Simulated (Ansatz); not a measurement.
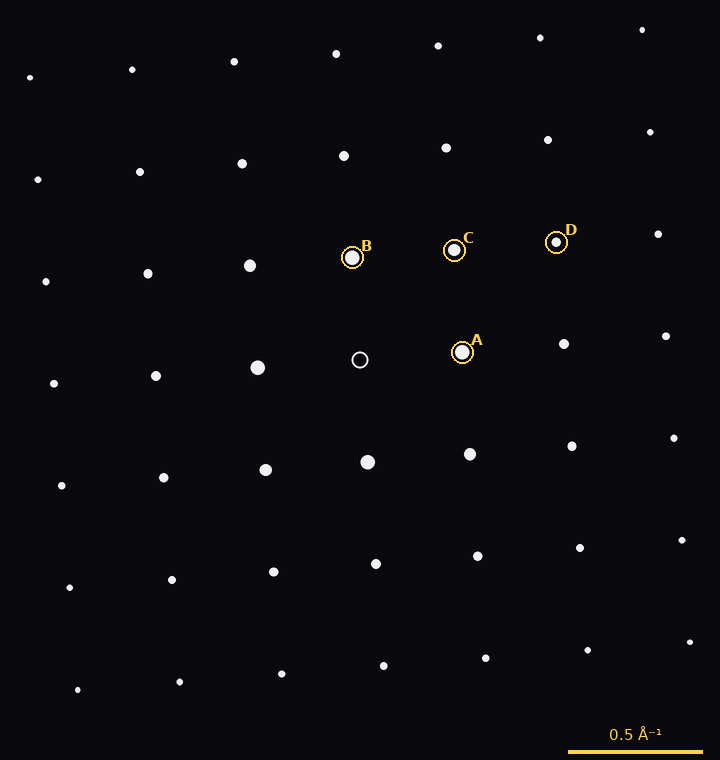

Computed electron diffraction pattern, 80 kV, single scattering only, B = 0.8 Å². The zone axis points towards the electron source and the pattern is seen from the source side.

The sample is PtSe, space group Fm-3m (No. 225), a = 5.212 Å. Structure: the input geometry of an electronic-structure calculation (not necessarily at equilibrium); the starting structure was generated, so it need not be a known form of this composition.

Spot A is indexed -2 0 0 and spot B 0 -2 0.

Q: What are the indices of the remaining marked spots?

A: C = A + B = -2 -2 0 (d = 1.843 Å). D = 2A + B = -4 -2 0 (d = 1.165 Å).

Q: Which zone axis is this?

A: The cross product of A and B is parallel to [001]; every spot obeys hu + kv + lw = 0.

Q: What are the spacings of A and B and the angle between them?

A: d(A) = 2.606 Å, d(B) = 2.606 Å, and the angle is 90.0°.
